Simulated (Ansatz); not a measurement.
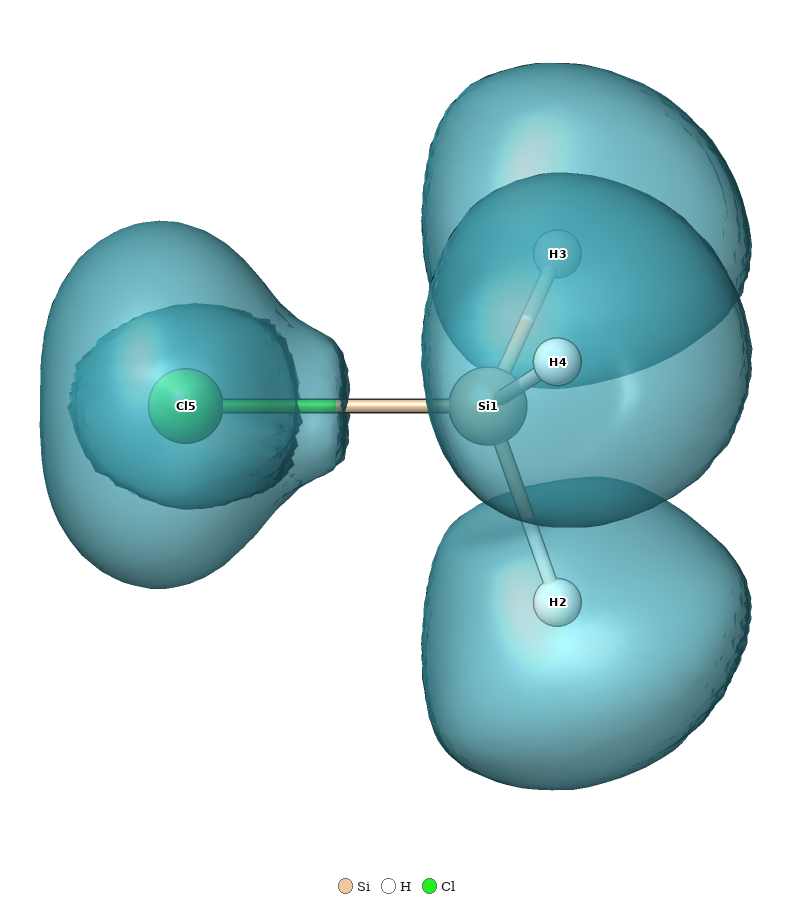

*ClH$_{3}$Si. Isosurface of the ELF at 0.8 (cyan), seen from one side. Core shells and regions of very low density are left out.*

The calculation used RKS r2SCAN-D4/def2-TZVP (Ansatz).

```xyz
5

Si    0.2396   -0.0058    0.1695
H     0.2282   -0.0350    1.6482
H     1.6300   -0.0350   -0.3338
H    -0.4606    1.1992   -0.3257
Cl   -0.7460   -1.6701   -0.5275
```

Identify the bonds, lone pairs and shells in this picture.

Answer. At this value the surface marks out three regions around hydrogen nuclei and one region on Cl in which the atom's valence shell and bonds are merged. Profiles from the grid: Si–Cl (2.06 Å): the ELF peaks at about 0.85 between the atoms (a polar covalent bond). Si–H (1.48 Å): the ELF climbs to about 1 towards the hydrogen, as it does in any bond to H.
